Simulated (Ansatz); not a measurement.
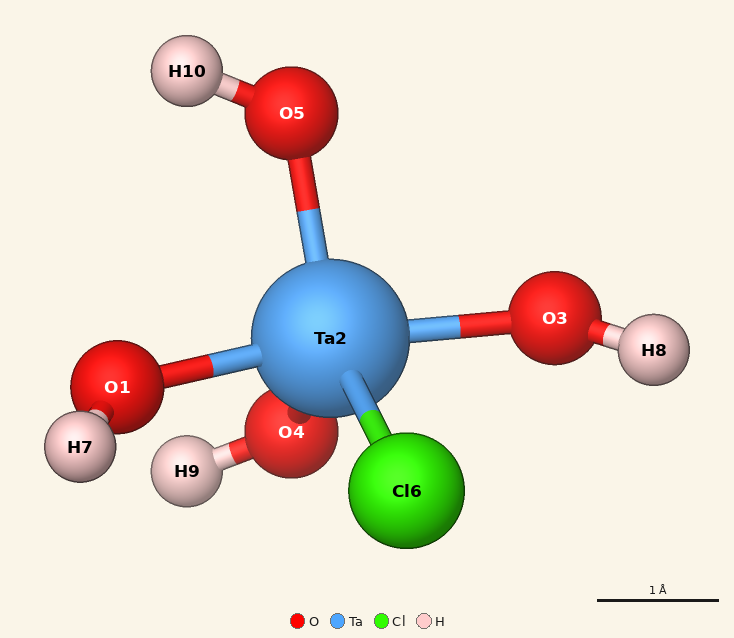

Charge 0, singlet. The computed structure is the end point of a PBE0-D4/def2-TZVP optimisation. No frequency run is at hand to confirm it as a minimum.

Give the bond lengths.

| bond | length (Å) |
| --- | --- |
| O1–Ta2 | 1.920 |
| O1–H7 | 0.957 |
| Ta2–O3 | 1.887 |
| Ta2–O4 | 1.896 |
| Ta2–O5 | 1.896 |
| Ta2–Cl6 | 2.397 |
| O3–H8 | 0.956 |
| O4–H9 | 0.960 |
| O5–H10 | 0.960 |
